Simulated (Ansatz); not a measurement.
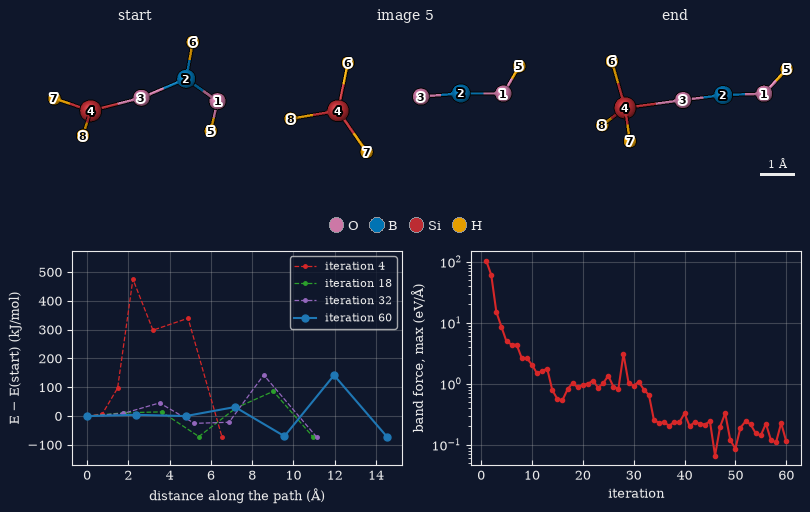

A nudged-elastic-band calculation for BSiH4O2 (charge +1). Images are numbered from 0 (start) to 6 (end). The plot follows the band through its iterations. A ball-and-stick model, seen from a free direction.

All numbers below come from Ansatz, RKS BLYP/def2-SVP. Run with 5 movable images; climbing image; force threshold 0.05 eV/Å; iteration limit 60; starting path through a guess of the saddle point.

Q: Judge this run.

A: The result isn't final. The band hadn't converged when the run stopped after 60 iterations. The largest component of the band force went from 110 to 0.11 eV/Å. The barrier read from it is provisional, though the highest image hardly moved in the last two iterations. The first iteration put the highest image at 4465.9 kJ/mol. Relative to the start the highest point is image 5 at +142.0 kJ/mol and the end lies at −72.3 kJ/mol, but the profile dips to −69.8 kJ/mol at image 4 on the way, so there may be more than one step; on an unconverged band the side maxima are provisional.

The run took 17 min on 1 thread of Intel(R) Xeon(R) Processor @ 2.50GHz (Skylake/Cascade Lake), with other jobs on the host, peak memory 0.15 GiB.
